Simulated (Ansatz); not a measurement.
# BH3O (BH2(OH)): wB97M-V/STO-3G

Aim: the electronic atomisation energy of BH3O (BH2(OH)) at wB97M-V/STO-3G, from 4 runs. 

The results are computed with Ansatz 0.2.0.

45 further runs of the same task are left out: 1 that didn't finish, 44 set aside as unsound or not needed.

## 1. Starting point

BH3O has 5 atoms, charge 0, and is taken as a singlet. SMILES: `[H]B([H])O`. The coordinates come from a GFN2-xTB relaxation.

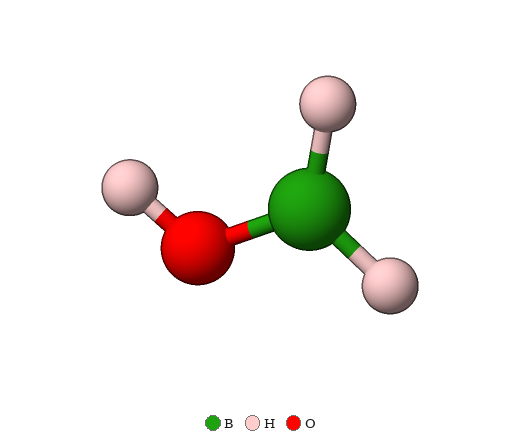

Viewed from a chosen angle; boron green, hydrogen pink, oxygen red.

## 2. A single-point energy at wB97M-V/STO-3G

Contents of job.yaml:

```yaml
crystal:
  periodic: [false, false, false]
  atoms:
    - symbol: B
      position_ang: [0.270970, 0.302480, -0.108500]
    - symbol: H
      position_ang: [1.403550, 0.390040, -0.395610]
    - symbol: H
      position_ang: [-0.432910, 1.251360, -0.080700]
    - symbol: O
      position_ang: [-0.159420, -0.918700, 0.174490]
    - symbol: H
      position_ang: [-1.082200, -1.025180, 0.410320]
basis:
  gaussian: {orbitals: STO-3G}
hamiltonian: {xc: {name: wB97M-V}}
accuracy: high
```

The run is started by

```bash
ansatz run job.yaml --threads 1 --pin off --max-ram 2610MiB --events-out events.jsonl --progress --plain --runs-dir runs
```

What it wrote:

```text
Warning: RAYON_NUM_THREADS=1 ignored (pool sized by the plan → 1); use --threads N
Functional definition: wB97M-V
  name "wB97M-V"
  parameter omega = 0.3/bohr
  parameter cx = 0.15
  parameter cx01 = 1.007
  parameter cx10 = 0.259
  parameter css00 = 0.443
  parameter css04 = -1.437
  parameter css10 = -4.535
  parameter css20 = -3.390
  parameter css43 = 4.278
  parameter cos00 = 1.000
  parameter cos10 = 1.358
  parameter cos20 = 2.924
  parameter cos21 = -8.812
  parameter cos60 = -1.390
  parameter cos61 = 9.142
  parameter b = 6.0
  parameter c = 0.01
  gx(w, u) = 1 - cx + cx01*u + cx10*w
  gss(w, u) = css00 + css04*u^4 + css10*w + css20*w^2 + css43*w^4*u^3
  gos(w, u) = cos00 + cos10*w + (cos20 + cos21*u)*w^2 + (cos60 + cos61*u)*w^6
  exchange = spin_sum(e_x_unif_sr(omega)*gx(b97_w, b97_u_x)) + cx*exact_x_sr(omega) + exact_x_lr(omega)
  correlation = spin_sum(e_c_pw_mod_same_spin*gss(b97_w, b97_u_same))
      + integral(e_c_pw_mod_opposite_spin*gos(b97_w_opposite, b97_u_opposite)) + vv10(b, c)
207 factors; integrals over basis functions are off by at most 3.1e-8 eV
119 factors; integrals over basis functions are off by at most 1.0e-9 eV
mean field evaluation 1: about -2734.4098 eV, gradient 1.6e1 eV
mean field evaluation 2: about -2735.0033 eV, gradient 1.2e1 eV
mean field evaluation 4: about -2735.3619 eV, gradient 2.2e-1 eV
mean field evaluation 8: about -2735.3267 eV, gradient 6.0e-4 eV
mean field evaluation 16: about -2735.3267 eV, gradient 2.3e-8 eV
mean field -2735.32671204 eV, -100.5214025964 hartree, gradient 2.2e-8 eV, S^2 0.000000; 0 other end points of the search recorded, 0 dependent functions left out
reference -2735.32671422 eV, -100.5214026767 hartree; 8, 8 occupied and 5, 5 virtual orbitals, 207 factors
Total energy: -2735.32671422 eV, -100.5214026767 hartree
```

Run time: 11 s. Hardware: 1 thread of Arm Neoverse V1, shared host; peak memory 0.21 GiB.

## 3. The B atom, same level

Contents of job.yaml:

```yaml
crystal:
  periodic: [false, false, false]
  atoms:
    - {symbol: B, position_ang: [0.000000, 0.000000, 0.000000]}
basis:
  gaussian:
    orbitals: STO-3G
magnetization:
  spin_polarized: true
  initial_magnetization: 1
hamiltonian:
  xc: {name: wB97M-V}
accuracy: high
```

Run the same way, it converges to -24.27434 Eh (log not shown).

## 4. The H atom

Contents of input.yaml:

```yaml
crystal:
  periodic: [false, false, false]
  atoms:
    - {symbol: H, position_ang: [0.000000, 0.000000, 0.000000]}
basis:
  gaussian:
    orbitals: STO-3G
hamiltonian:
  xc: {name: wB97M-V}
magnetization:
  spin_polarized: true
  initial_magnetization: 1
total_charge: 0
accuracy: high
```

Run the same way, it converges to -0.45654 Eh (log not shown).

## 5. The O atom

Contents of job.yaml:

```yaml
crystal:
  periodic: [false, false, false]
  atoms:
    - {symbol: O, position_ang: [0.000000, 0.000000, 0.000000]}
basis:
  gaussian: {orbitals: STO-3G}
magnetization: {spin_polarized: true, initial_magnetization: 2}
hamiltonian: {xc: {name: wB97M-V}}
accuracy: high
```

Run the same way, it converges to -74.04146 Eh (log not shown).

## 6. Summary of results

At wB97M-V/STO-3G:

```
                     quantity          value
       molecule: total energy  -100.52140 Eh
         B atom: total energy   -24.27434 Eh
                 B atom: ⟨S²⟩          0.750
         H atom: total energy    -0.45654 Eh
                 H atom: ⟨S²⟩          0.750
         O atom: total energy   -74.04146 Eh
                 O atom: ⟨S²⟩          2.000
electronic atomisation energy      22.748 eV
```

In words: Taking the molecule apart into free atoms costs 22.75 eV (2195 kJ/mol), before zero-point energy and without spin-orbit coupling. In a minimal basis such a difference can be off by several eV, whatever the method.
